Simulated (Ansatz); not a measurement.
System (SMILES): Cl[Si](Cl)(Cl)Cl.
Atoms: Si1, Cl2, Cl3, Cl4, Cl5. Bonds: Si1-Cl2, Si1-Cl3, Si1-Cl4, Si1-Cl5.

Basis-set convergence of the highest harmonic wavenumber at HF with Ansatz (an electronic-structure program). Each level at its own minimum, finite differences of forces, unscaled; the reference is a large set that could be run, not a limit. Cartesian d functions, on some or all atoms, in 6-31+G*, 6-311G**; all else is spherical. The program fits the integrals of some runs and decomposes those of others, by size. No added dispersion term, no relativity. Reference: the value in aug-pcseg-3, 636 cm⁻¹. Deviations are taken from unrounded values.

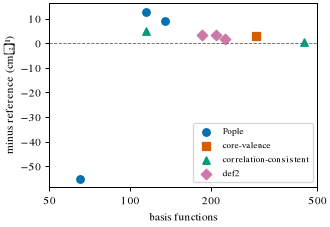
Figure: Deviation from the reference against the number of basis functions, by family of sets.

```
basis            functions  highest harmonic wavenumber (cm⁻¹)  minus reference (cm⁻¹)
---------------  ---------  ----------------------------------  ----------------------
3-21G                   65                                 581                     -55
6-31+G*                115                                 648                      13
cc-pV(D+d)Z            115                                 641                       5
6-311G**               135                                 645                       9
def2-TZVP              185                                 639                       3
def2-TZVPP             210                                 639                       3
def2-TZVPD             227                                 637                       2
cc-pCVTZ               295                                 638                       3
aug-cc-pV(Q+d)Z        445                                 636                       0
```
